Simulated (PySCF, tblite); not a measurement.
**C₆H₉NOSi: geometry, infrared bands and NMR shifts**

What infrared bands and NMR shifts should C₆H₉NOSi (`C#C[C@@H](/C=C/[SiH3])NC=O`) show?

The runs use tblite 0.8.0 and PySCF 2.14.0, with density-fitted response routines of our own; the level of theory stands in each step. All values are computed, except where a source is named. Atoms are numbered from 0 throughout.

**1. The starting structure**

18 atoms, charge 0, multiplicity 1; geometry from: force field or distance geometry start.

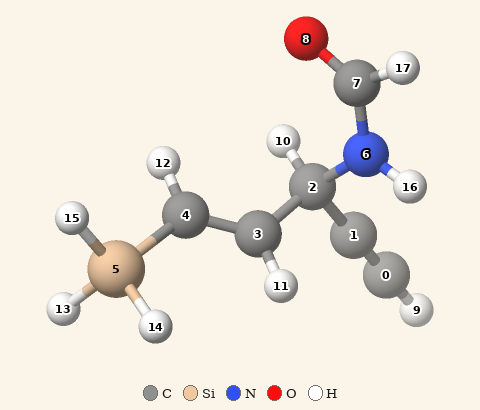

The starting geometry (carbon grey, silicon light orange, nitrogen blue, oxygen red, hydrogen white), atoms numbered.

**2. Optimising the geometry with GFN2-xTB**

What the job is given:

```
{"job": {"kind": "relax", "xc": "GFN2-xTB", "basis": "xTB"}, "charge": 0, "multiplicity": 1}
C     -2.429500     2.400600    -0.389900
C     -1.787600     1.401700    -0.446400
C     -0.976900     0.158100    -0.496300
C      0.333500     0.387000     0.183400
C      1.522600     0.029100    -0.323800
Si     3.158600     0.260200     0.446300
N     -1.668100    -0.881100     0.213200
C     -1.611600    -2.184600    -0.181700
O     -1.031700    -2.620100    -1.171100
H     -3.021400     3.296300    -0.348900
H     -0.844200    -0.138400    -1.546100
H      0.287400     0.849900     1.173800
H      1.565700    -0.450700    -1.292700
H      3.865300     1.407600    -0.184100
H      2.996900     0.545400     1.901100
H      3.982500    -0.960100     0.286500
H     -2.166800    -0.640300     1.063800
H     -2.183400    -2.854200     0.494600
```

Run with:

```
$ OMP_NUM_THREADS=1 python probes_run.py task.json out
```

This one command runs all jobs of the session in turn.

Output:

```text
step      E/eV     max force
  0    -708.53604    1.881
  1    -708.55858    4.434
  2    -708.65546    1.672
  3    -708.67032    1.030
  4    -708.68740    0.250
  5    -708.69141    0.261
  6    -708.69599    0.225
  7    -708.69874    0.134
  8    -708.70024    0.111
  9    -708.70178    0.113
 10    -708.70284    0.078
 11    -708.70360    0.071
 12    -708.70407    0.063
 13    -708.70445    0.049
 14    -708.70482    0.058
 15    -708.70511    0.039
 16    -708.70532    0.035
 17    -708.70549    0.040
 18    -708.70570    0.055
 19    -708.70592    0.048
 20    -708.70610    0.026
 21    -708.70622    0.025
 22    -708.70634    0.030
 23    -708.70648    0.041
 24    -708.70663    0.035
 25    -708.70676    0.028
 26    -708.70689    0.035
 27    -708.70704    0.035
 28    -708.70722    0.039
 29    -708.70738    0.028
 30    -708.70751    0.027
 31    -708.70766    0.032
 32    -708.70788    0.036
 33    -708.70816    0.037
 34    -708.70843    0.043
 35    -708.70864    0.042
 36    -708.70885    0.045
 37    -708.70910    0.037
 38    -708.70939    0.046
 39    -708.70967    0.040
 40    -708.70992    0.036
 41    -708.71015    0.041
 42    -708.71039    0.036
 43    -708.71069    0.042
 44    -708.71107    0.047
 45    -708.71160    0.070
 46    -708.71225    0.083
 47    -708.71286    0.059
 48    -708.71334    0.045
 49    -708.71369    0.046
 50    -708.71403    0.050
 51    -708.71437    0.050
 52    -708.71465    0.066
 53    -708.71488    0.029
 54    -708.71501    0.023
 55    -708.71507    0.019
 56    -708.71512    0.016
 57    -708.71516    0.020
 58    -708.71523    0.021
 59    -708.71532    0.024
 60    -708.71541    0.024
 61    -708.71550    0.024
 62    -708.71561    0.024
 63    -708.71578    0.034
 64    -708.71603    0.040
 65    -708.71630    0.035
 66    -708.71648    0.030
 67    -708.71660    0.031
 68    -708.71676    0.035
 69    -708.71696    0.040
 70    -708.71715    0.036
 71    -708.71728    0.035
 72    -708.71735    0.020
 73    -708.71741    0.016
 74    -708.71747    0.021
 75    -708.71753    0.023
 76    -708.71760    0.024
 77    -708.71768    0.028
 78    -708.71775    0.019
 79    -708.71779    0.009
```

Run time: 1 s. Hardware: 1 thread of Arm Neoverse N1, shared host; peak memory 0.18 GiB.

Along the way: (not every step is listed)

```csv
step,energy from step 0 (eV),largest force (eV/Å)
0,0.0000,1.8809
1,-0.0225,4.4343
2,-0.1194,1.6721
3,-0.1343,1.0300
4,-0.1514,0.2502
5,-0.1554,0.2610
6,-0.1600,0.2252
7,-0.1627,0.1338
8,-0.1642,0.1105
14,-0.1688,0.0577
20,-0.1701,0.0264
26,-0.1709,0.0354
32,-0.1718,0.0362
38,-0.1734,0.0463
44,-0.1750,0.0473
50,-0.1780,0.0499
56,-0.1791,0.0162
62,-0.1796,0.0239
68,-0.1807,0.0352
74,-0.1814,0.0210
75,-0.1815,0.0234
76,-0.1816,0.0239
77,-0.1816,0.0276
78,-0.1817,0.0188
79,-0.1818,0.0088
```

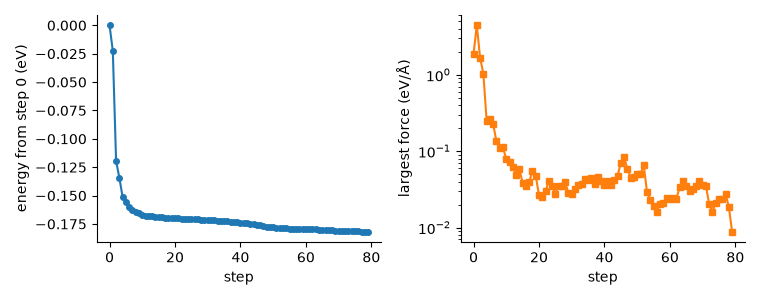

Energy and force, step by step.

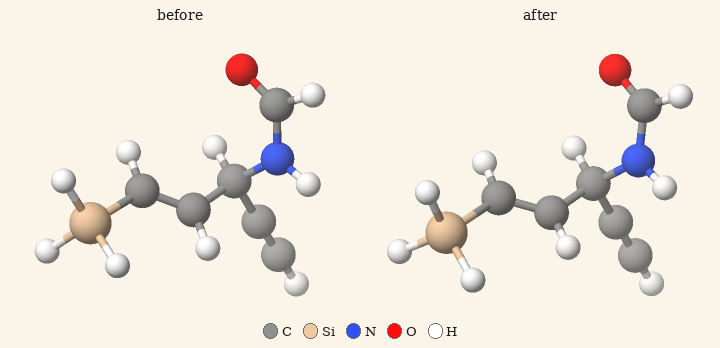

The geometry before (left) and after (right).

Close pairs (by a distance rule), those that changed most:

```csv
bond,before (Å),after (Å),change (Å)
C4–Si5,1.823,1.881,+0.058
C1–C2,1.485,1.454,-0.031
Si5–H14,1.491,1.464,-0.027
C0–H9,1.074,1.049,-0.025
Si5–H13,1.488,1.464,-0.024
C2–N6,1.436,1.459,+0.023
C7–O8,1.227,1.205,-0.022
N6–C7,1.363,1.343,-0.020
```

The next job starts from the end point, and lists it.

**3. Harmonic vibrations with GFN2-xTB**

What the job is given:

```
{"job": {"kind": "ir", "xc": "GFN2-xTB", "basis": "xTB"}, "charge": 0, "multiplicity": 1}
C     -2.351853     2.314183    -0.403959
C     -1.710014     1.305017    -0.452237
C     -0.931127     0.076975    -0.436835
C      0.401090     0.318702     0.232785
C      1.575584     0.139712    -0.352619
Si     3.242773     0.397702     0.480048
N     -1.669598    -0.968764     0.262701
C     -1.860937    -2.187357    -0.269544
O     -1.474740    -2.546237    -1.352898
H     -2.913103     3.200720    -0.400817
H     -0.781860    -0.288162    -1.460474
H      0.335823     0.647111     1.262668
H      1.581981    -0.190260    -1.385415
H      4.016097     1.368331    -0.296946
H      3.027365     0.895319     1.839724
H      3.953033    -0.882179     0.520148
H     -2.017463    -0.748978     1.182259
H     -2.431814    -2.845518     0.413089
```

Output:

```text
mode    cm-1     km/mol
  1      22.9      2.63
  2      38.1      5.99
  3      68.3      1.19
  4     109.5      0.31
  5     110.0      4.32
  6     133.6     12.72
  7     196.4      5.65
  8     239.1     22.30
  9     258.8     12.89
 10     336.5      3.00
 11     385.0     15.19
 12     464.7     24.08
 13     484.9     13.38
 14     504.2     40.96
 15     542.7     83.58
 16     552.2     39.96
 17     659.8     30.80
 18     671.3     35.93
 19     723.9     11.40
 20     741.7      1.53
 21     771.3    176.50
 22     781.3    171.51
 23     785.9    218.45
 24     813.1    296.22
 25     923.1      6.95
 26     991.3      7.42
 27    1019.5     14.98
 28    1038.4     13.48
 29    1074.4      5.20
 30    1157.9      2.94
 31    1183.7     10.79
 32    1233.9     45.77
 33    1270.0      5.49
 34    1299.5      1.19
 35    1373.2      3.23
 36    1406.6    154.20
 37    1678.2     52.42
 38    1770.6    572.47
 39    2256.8    396.55
 40    2260.7    411.55
 41    2264.4     91.49
 42    2282.4      7.21
 43    2763.1    176.62
 44    2924.1      5.44
 45    3029.4     21.19
 46    3048.0     50.78
 47    3393.2      6.80
 48    3462.0      6.15
```

Run time: 1.2 s. Hardware: 1 thread of Arm Neoverse N1, shared host; peak memory 0.18 GiB.

Which atoms move in the most intense modes:

```csv
cm⁻¹,km/mol,atoms
771,176.5,"H14 36 %, H15 19 %, H13 18 %, C4 18 %"
781,171.5,"H14 56 %, H13 27 %, H15 13 %"
786,218.4,"H15 53 %, H13 39 %"
813,296.2,"C4 32 %, Si5 27 %, H12 11 %"
1771,572.5,"C7 63 %, O8 34 %"
2257,396.6,"H15 52 %, H13 44 %"
2261,411.6,"H14 60 %, H13 22 %, H15 13 %"
2763,176.6,H17 94 %
```

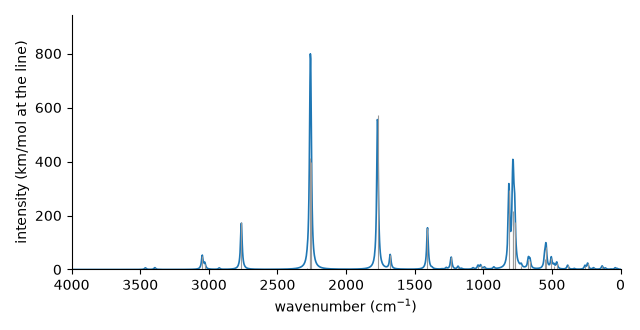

The infrared spectrum from these modes, unscaled. Lines are broadened to a width of 14 cm⁻¹ (Lorentzian).

**4. NMR shieldings: PBE0/pcSseg-1**

Same as in step 3 but for these lines:

```diff
@@ -1,2 +1,2 @@
-{"job": {"kind": "ir", "xc": "GFN2-xTB", "basis": "xTB"}, "charge": 0, "multiplicity": 1}
+{"job": {"kind": "nmr", "xc": "PBE0", "basis": "pcSseg-1"}, "charge": 0, "multiplicity": 1}
 C     -2.351853     2.314183    -0.403959
```

With the program's defaults for keys left out, this is: GIAO PBE0/pcSseg-1 NMR shielding, non-relativistic, gas phase.

Output:

```text
coarse grid: 15872 points
cycle   1  E = -652.5956953628  dE =  1.349e+00  |g| = 8.873e-01  |ddm| = 3.976e+00
cycle   2  E = -652.0157128543  dE =  5.800e-01  |g| = 1.898e+00  |ddm| = 2.641e+00
cycle   3  E = -652.7497191575  dE = -7.340e-01  |g| = 2.215e-01  |ddm| = 2.076e+00
cycle   4  E = -652.7594214641  dE = -9.702e-03  |g| = 9.146e-02  |ddm| = 2.545e-01
cycle   5  E = -652.7609157075  dE = -1.494e-03  |g| = 4.121e-02  |ddm| = 8.605e-02
cycle   6  E = -652.7612683712  dE = -3.527e-04  |g| = 1.302e-02  |ddm| = 3.423e-02
cycle   7  E = -652.7613070235  dE = -3.865e-05  |g| = 4.056e-03  |ddm| = 1.087e-02
cycle   8  E = -652.7613104976  dE = -3.474e-06  |g| = 8.294e-04  |ddm| = 3.373e-03
final grid: 149728 points
cycle   9  E = -652.8248409427  dE = -2.262e-05  |g| = 1.183e-02  |ddm| = 4.254e-02
cycle  10  E = -652.8247641184  dE =  7.682e-05  |g| = 2.317e-02  |ddm| = 2.568e-02
cycle  11  E = -652.8248682464  dE = -1.041e-04  |g| = 2.414e-03  |ddm| = 1.812e-02
cycle  12  E = -652.8248695625  dE = -1.316e-06  |g| = 5.322e-04  |ddm| = 2.255e-03
cycle  13  E = -652.8248696143  dE = -5.184e-08  |g| = 2.567e-04  |ddm| = 5.544e-04
cycle  14  E = -652.8248696300  dE = -1.566e-08  |g| = 6.575e-05  |ddm| = 2.481e-04
cycle  15  E = -652.8248696310  dE = -1.053e-09  |g| = 1.654e-05  |ddm| = 6.787e-05
cycle  16  E = -652.8248696311  dE = -5.161e-11  |g| = 7.826e-06  |ddm| = 2.030e-05
converged SCF energy = -652.8248696311

GIAO shielding tensors (ppm)
atom      isotropic    diamagn.    paramagn.     s11        s22        s33       span
  0 C      106.441     257.459    -151.018     35.382     43.412    240.530    205.148
  1 C      100.103     263.030    -162.927     -1.587      3.672    298.224    299.810
  2 C      141.816     243.595    -101.779    121.379    140.970    163.099     41.720
  3 C       31.806     256.443    -224.637    -91.731     53.597    133.552    225.282
  4 C       55.207     259.295    -204.088    -48.281     45.935    167.968    216.248
  5 Si     421.632     879.657    -458.025    384.449    416.680    463.768     79.319
  6 N      114.819     328.917    -214.098     11.204    135.404    197.850    186.647
  7 C       28.065     242.042    -213.977    -69.204     57.864     95.536    164.740
  8 O      -78.006     402.027    -480.033   -384.841   -194.858    345.682    730.523
  9 H       29.850      33.989      -4.140     24.848     25.050     39.651     14.803
 10 H       26.079      31.065      -4.986     23.459     25.585     29.193      5.733
 11 H       25.555      34.269      -8.714     22.456     24.153     30.055      7.599
 12 H       25.563      33.582      -8.019     22.933     24.322     29.434      6.501
 13 H       27.469      27.968      -0.499     24.390     25.545     32.472      8.082
 14 H       27.692      28.813      -1.121     24.505     26.914     31.657      7.152
 15 H       27.457      28.184      -0.727     24.364     25.619     32.389      8.025
 16 H       26.972      33.835      -6.863     23.365     27.931     29.621      6.256
 17 H       23.506      24.428      -0.922     19.399     23.407     27.713      8.314
```

It took 72 s on 1 thread of Arm Neoverse N1, shared host; peak memory 0.92 GiB.

The references, computed at this level on geometries of the same kind, shield at (ppm): ¹H TMS 31.72, ¹³C TMS 186.9, ²⁹Si TMS 349.2, ¹⁵N NH3 267.7, ¹⁷O H2O 336.1. Their shielding less the atom's gives the shift. The references are single molecules in the gas phase, so shifts against H2O, NH3, PH3, H3PO4 or CFCl3 are not on the usual liquid scales and can be off by tens of ppm. Atoms listed in one row are averaged.

```csv
atoms,environment,σ (ppm),δ (ppm),δ scaled to CDCl3
C7,amide carbonyl carbon,28.1,158.9,153.1
C3,alkene CH,31.8,155.1,149.5
C4,alkene CH,55.2,131.7,126.6
C1,alkyne carbon,100.1,86.8,82.8
C0,terminal alkyne carbon,106.4,80.5,76.6
C2,allylic sp3 CH bonded to N,141.8,45.1,42.1
H17,hydrogen on an amide carbonyl carbon,23.51,8.21,7.85
H11,hydrogen on an alkene CH,25.55,6.16,5.92
H12,hydrogen on an alkene CH,25.56,6.15,5.91
H10,hydrogen on an allylic sp3 CH bonded to N,26.08,5.64,5.42
H16,hydrogen on an amide-type nitrogen,26.97,4.74,–
"H13, H14, H15",hydrogen on a silicon bonded to C,27.54,4.18,–
H9,hydrogen on a terminal alkyne carbon,29.85,1.87,1.87
Si5,"silicon bonded to C, 3 H",421.6,-72.5,–
N6,amide-type nitrogen,114.8,152.9,–
O8,amide-type carbonyl oxygen,-78.0,414.1,–
```

The scaled column applies a straight-line fit of computed shieldings to shifts measured in CDCl3 (root-mean-square error 0.16 ppm for H, 1.9 ppm for C).

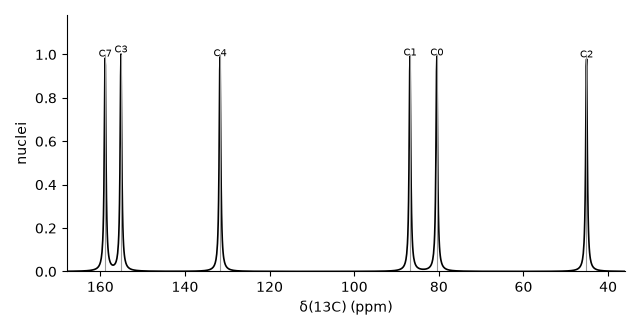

¹³C lines at the computed shifts, without couplings. Lines are broadened to a width of 0.46 ppm (Lorentzian).

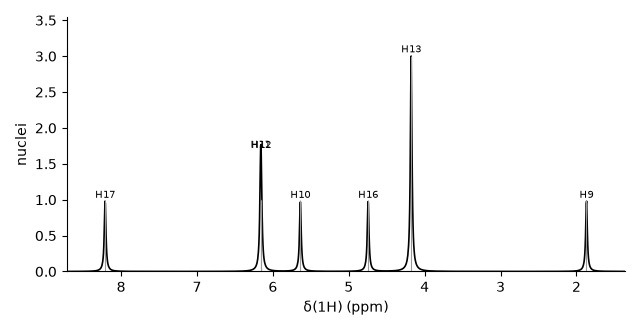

¹H lines at the computed shifts, without couplings. Lines are broadened to a width of 0.03 ppm (Lorentzian).

The run also stored atomic charges by several schemes (e):

```csv
atoms,Mulliken,IAO,Hirshfeld,ESP fit
C0,-0.34,-0.23,-0.11,-0.30
C1,0.30,-0.04,-0.05,-0.29
C2,-0.08,-0.03,0.04,0.76
C3,-0.07,-0.12,-0.04,-0.41
C4,-0.37,-0.42,-0.13,-0.23
Si5,0.55,0.62,0.32,0.43
N6,-0.44,-0.33,-0.10,-0.66
C7,0.42,0.31,0.13,0.48
O8,-0.43,-0.48,-0.28,-0.52
```

Mulliken charges:

C0 -0.34; C1 0.30; C2 -0.08; C3 -0.07; C4 -0.37; Si5 0.55; N6 -0.44; C7 0.42; O8 -0.43; H9 0.05; H10 0.16; H11 0.10; H12 0.13; H13 -0.08; H14 -0.10; H15 -0.08; H16 0.20; H17 0.08

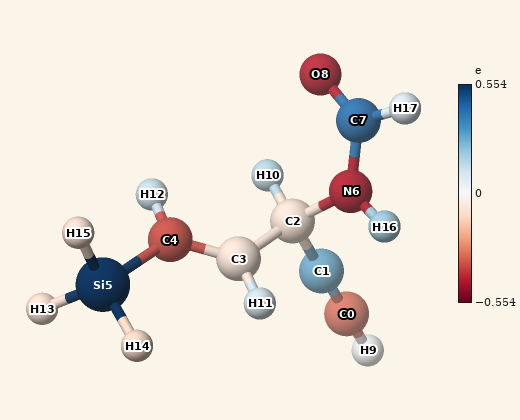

Mulliken charges, as colours on the atoms.

Mayer bond orders: C0–C1 2.54, C1–C2 0.98, C2–C3 1.00, C3–C4 1.92, C4–Si5 0.90, C2–N6 0.88, N6–C7 1.19, C7–O8 1.90.

**5. Summary of results**

| quantity | value |
| --- | --- |
| strongest single infrared mode (GFN2-xTB) | 1771 cm⁻¹, 572 km/mol |
| zero-point energy (GFN2-xTB) | 79.3 kcal/mol |
| ¹³C shifts against TMS (PBE0/pcSseg-1) | 158.9, 155.1, 131.7, 86.8, 80.5, 45.1 ppm |
| ¹H shifts against TMS (PBE0/pcSseg-1, means over atoms taken as alike) | 8.21, 6.16, 6.15, 5.64, 4.74, 4.18, 1.87 ppm |
| ²⁹Si shifts against TMS (PBE0/pcSseg-1) | -72.5 ppm |
| ¹⁵N shifts against NH3 (PBE0/pcSseg-1) | 152.9 ppm |
| ¹⁷O shifts against H2O (PBE0/pcSseg-1) | 414.1 ppm |

**Reading.** Over 79 steps the energy fell by 0.182 eV; of the close pairs, C4–Si5 changed most, 1.823 to 1.881 Å. No mode is imaginary among the 48: a minimum at this level. The strongest single mode, at 1771 cm⁻¹, moves mainly C7 and O8. Unscaled tight-binding wavenumbers are off by several per cent, some by more. Its intensities can rank the bands wrongly. C7 (amide carbonyl carbon) lies farthest downfield among carbon, at 158.9 ppm; it is a carbonyl in resonance with an O or N lone pair, the region of acids, esters and amides. At PBE0/pcSseg-1: The largest span, 731 ppm, is at O8, where the paramagnetic term is -480 ppm.
